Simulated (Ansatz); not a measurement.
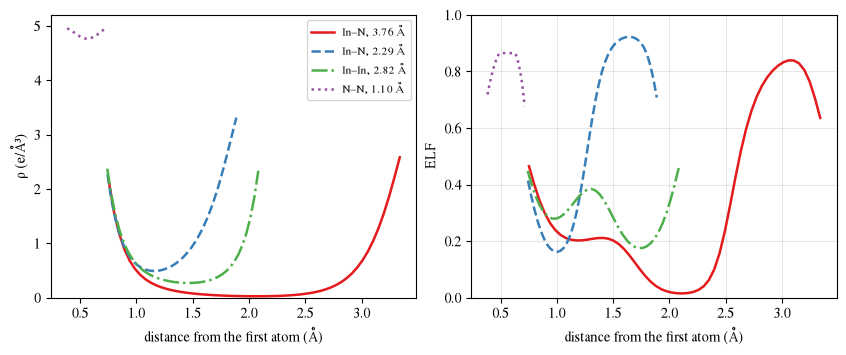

Figure. In2N···N2 (charge −1, quintet). Electron density and ELF along straight lines between neighbouring atoms. The curves leave out the atomic cores.

Geometry: PBE0-D4/def2-SVPD; core potentials replace the inner electrons of In.

Computed with UKS PBE0-D4/def2-TZVPD in Ansatz 0.2.0.

```yaml
atoms:
  - { symbol: In, position_ang: [-0.5839, -0.7925, -1.1755] }
  - { symbol: In, position_ang: [1.0181, -2.6764, -2.5385] }
  - { symbol: N, position_ang: [0.7807, 1.8805, 1.8003] }
  - { symbol: N, position_ang: [-1.8457, 0.7774, -0.0903] }
  - { symbol: N, position_ang: [0.6308, 0.8111, 2.0040] }
```

Q: What can be read from the curves?

A: In1···N5 (3.76 Å): the density falls to about 0.02 e/Å³ on the way; the ELF dips to about 0 between them: a non-bonded, intermolecular contact.
In–N (2.29 Å): ρ is about 0.49 e/Å³ halfway; the ELF peaks at about 0.90 in the valence shell of N, 0.7 Å from its nucleus, and drops to about 0.15 between the two atoms.
In–In (2.82 Å): ρ is about 0.27 e/Å³ halfway; the ELF is about 0.35 at the midpoint.
N–N (1.10 Å): the density is about 4.8 e/Å³ at the midpoint; the ELF peaks at about 0.85 between the atoms: a short, multiple covalent bond.
